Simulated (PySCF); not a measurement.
C3H12BNSi (SMILES C[Si]1(C)C[BH2-][NH2+]1)

```xyz
18

C    -1.1641    1.6872    0.7270
Si   -0.4291   -0.0056    0.2571
C    -1.7033   -1.0301   -0.7193
C     0.8969   -0.8254    1.3024
B     2.0328   -0.4391    0.1564
N     0.9603    0.3311   -0.8933
H    -0.4044    2.3439    1.1396
H    -1.9383    1.5710    1.4779
H    -1.6124    2.1874   -0.1276
H    -1.2525   -1.9277   -1.1312
H    -2.1369   -0.4647   -1.5402
H    -2.5176   -1.3405   -0.0734
H     0.7491   -1.8887    1.4730
H     1.0499   -0.3732    2.2791
H     2.4879   -1.3671   -0.4242
H     2.8281    0.3692    0.5020
H     0.9320   -0.1196   -1.7981
H     1.2130    1.2983   -1.0455
```

Geometry: GFN2-xTB.

Level of theory: PBE0/pcSseg-1, SCF density, gas phase, non-relativistic (PySCF 2.14.0).

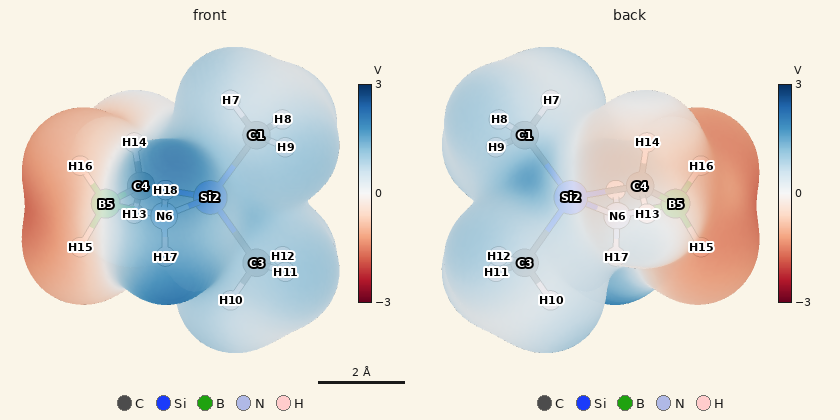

Figure 1. The electrostatic potential painted on the density surface at 0.002 e/bohr³, seen from the front and from behind; the colour scale runs from red (negative) to blue (positive).

### Which sites attract a positive test charge, and which a negative one?

A positive charge is drawn to the negative regions and a negative charge to the positive ones. The most negative region (about −1.6 V) lies over H16, the most positive (about +2.0 V) over H17 and H18.

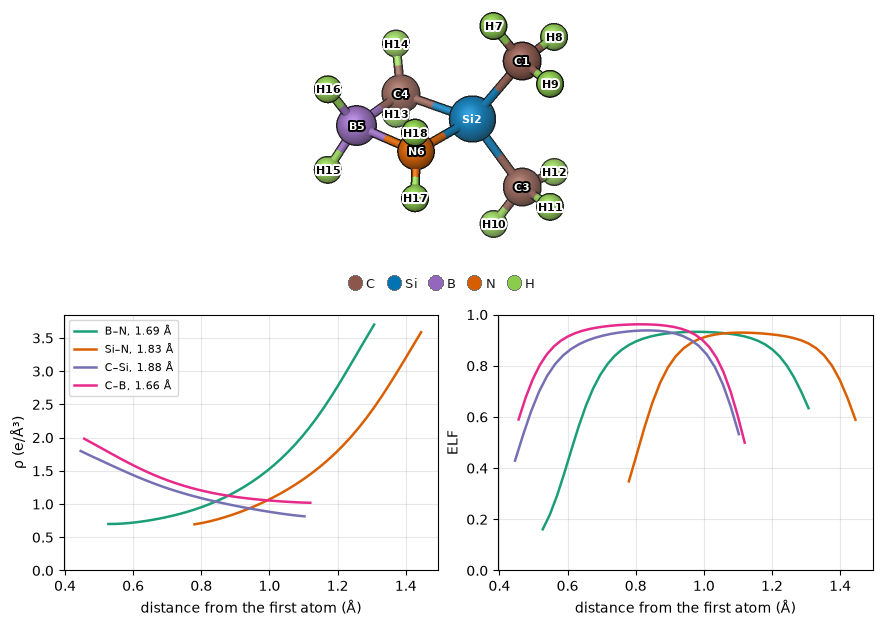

Figure 2. Total electron density and ELF along straight lines between neighbouring atoms. The curves leave out the atomic cores. The structure is drawn too.

### What kind of bonding do the profiles show?

B–N (1.69 Å): the density is about 1 e/Å³ at the midpoint; the ELF peaks at about 0.95 between the atoms, as expected for a polar covalent bond.
Si–N (1.83 Å): ρ at the midpoint is about 0.89 e/Å³; the ELF peaks at about 0.95 between the atoms; a shared but strongly polarised pair.
C–Si (1.88 Å): the density is about 0.94 e/Å³ at the midpoint; the ELF peaks at about 0.95 between the atoms (a covalent bond).
C–B (1.66 Å): ρ is about 1.2 e/Å³ halfway; the ELF peaks at about 0.95 between the atoms: localised, covalent bonding.
